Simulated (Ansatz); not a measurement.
# Ga₄H₁₂O₁₂: what the fields show

```yaml
atoms:
  - { symbol: Ga, position_ang: [0.3288, 0.5332, 1.1987] }
  - { symbol: Ga, position_ang: [1.4131, 2.2080, -0.9316] }
  - { symbol: Ga, position_ang: [0.2487, -2.4002, -0.3633] }
  - { symbol: Ga, position_ang: [-2.3128, -0.5601, 0.2433] }
  - { symbol: O, position_ang: [0.3181, 1.6252, -2.2863] }
  - { symbol: O, position_ang: [0.3316, 2.4744, 0.6319] }
  - { symbol: O, position_ang: [2.5265, 3.5154, -1.4126] }
  - { symbol: O, position_ang: [0.9556, 0.6469, 2.9032] }
  - { symbol: O, position_ang: [-4.0521, -0.4760, -0.1211] }
  - { symbol: O, position_ang: [-0.8192, 0.1920, -0.5221] }
  - { symbol: O, position_ang: [-1.6479, 0.2353, 1.8032] }
  - { symbol: O, position_ang: [1.9119, 0.6311, -0.0505] }
  - { symbol: O, position_ang: [1.2106, -1.5365, -1.6462] }
  - { symbol: O, position_ang: [-1.6871, -2.2768, -0.2565] }
  - { symbol: O, position_ang: [0.5039, -1.4492, 1.2357] }
  - { symbol: O, position_ang: [0.5097, -4.1627, -0.1701] }
  - { symbol: H, position_ang: [0.2731, 2.1637, -3.0845] }
  - { symbol: H, position_ang: [-0.5053, 2.9524, 0.5778] }
  - { symbol: H, position_ang: [3.1851, 3.7266, -0.7391] }
  - { symbol: H, position_ang: [1.3470, 1.5088, 3.0878] }
  - { symbol: H, position_ang: [-4.4983, 0.2595, 0.3172] }
  - { symbol: H, position_ang: [-0.6613, 0.7212, -1.3513] }
  - { symbol: H, position_ang: [-1.6611, -0.1542, 2.6881] }
  - { symbol: H, position_ang: [1.9098, -0.1723, -0.6326] }
  - { symbol: H, position_ang: [0.6934, -0.8772, -2.1338] }
  - { symbol: H, position_ang: [-2.1502, -3.1083, -0.0860] }
  - { symbol: H, position_ang: [1.1660, -1.7094, 1.8907] }
  - { symbol: H, position_ang: [1.1624, -4.5109, -0.7899] }
```

Geometry: r2SCAN-D4/def2-SVP.

All numbers below come from Ansatz, RKS PBE0-D4/def2-TZVP.

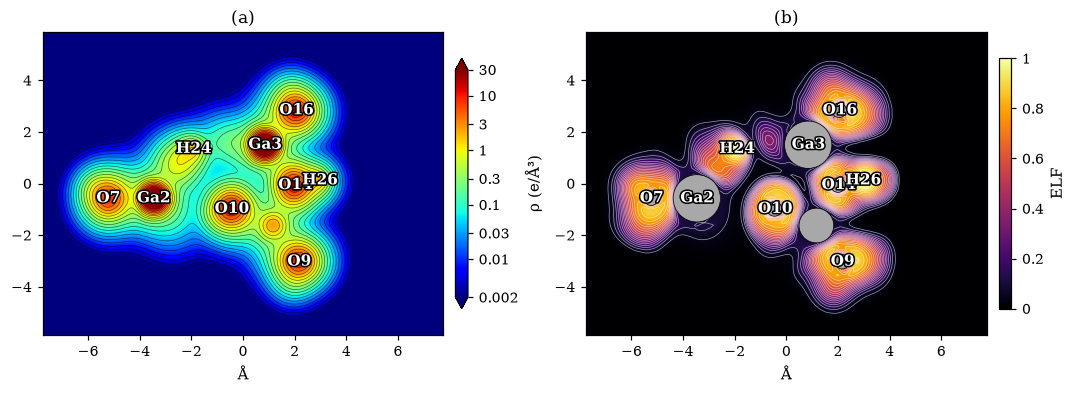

Figure 1. (a) electron density; (b) ELF on the plane of atoms O14, Ga3 and O16. Grey discs cover the atomic cores in the ELF map.

Q: Read the bonding off the picture.

A:
- Atoms in the plane: Ga, O and H.
- Ga–O (1.78 Å): the density is about 0.93 e/Å³ at the midpoint; the ELF peaks at about 0.85 in the valence shell of O, 0.6 Å from its nucleus, and is about 0.25 at the midpoint.
- O–H (0.97 Å): ρ is about 3.7 e/Å³ halfway; the ELF climbs to about 1 towards the hydrogen, as it does in any bond to H (an ordinary covalent bond to hydrogen).
- Ga–O (1.79 Å): ρ is about 0.9 e/Å³ halfway; the ELF peaks at about 0.85 in the valence shell of O, 0.6 Å from its nucleus, and is about 0.25 at the midpoint.
- Ga–O (1.94 Å): ρ is about 0.62 e/Å³ halfway; the ELF peaks at about 0.90 in the valence shell of O, 0.6 Å from its nucleus, and is about 0.25 at the midpoint.
- The ELF also peaks beside O9, O7 and O16, away from the bonds: lone-pair regions.

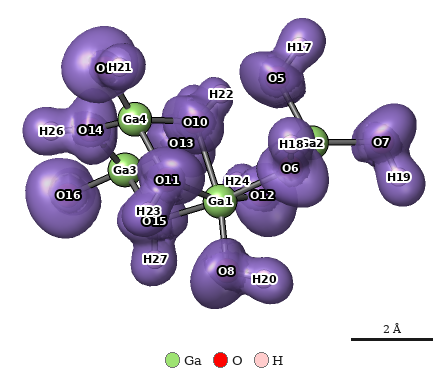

Figure 2. Isosurface of the electron localisation function at 0.75 (purple), seen from one side. Core shells and regions of very low density are left out.

Q: Describe the localisation domains.

A: The surface consists of twelve joined regions spread over several atoms (H, O), in which their bonds and any lone pairs are merged. Profiles from the grid: O–H (0.96 Å): the ELF climbs to about 1 towards the hydrogen: a covalent bond by its length.

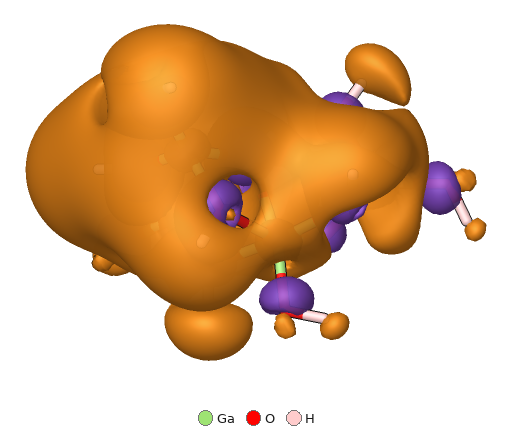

Figure 3. The LUMO at ±0.04 Å⁻³ᐟ² (orange and purple are the two phases), seen from one side.

Q: Where does this orbital lie, and at what energy?

A: No atom holds more than about 25 % of it (Hirshfeld); by element the shares are Ga 40 %, O 35 % and H 25 %. Its energy is −1.07 eV.

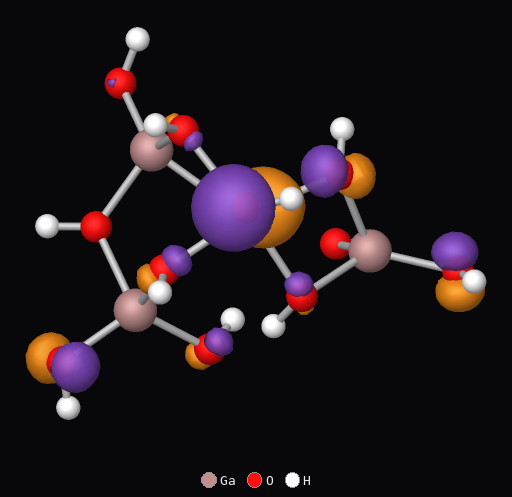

Figure 4. The HOMO−1 at ±0.15 Å⁻³ᐟ² (orange and purple are the two phases), seen across its widest extent.

Q: What is the character of this orbital?

A: Its weight (Hirshfeld) is mainly on O8 (about 50 %), O16 (about 10 %), Ga1 (about 5 %), O7 (about 5 %) and O6 (about 5 %); largely a combination of lone pairs on O8, O16, O7 and O6. Its energy is −8.39 eV.
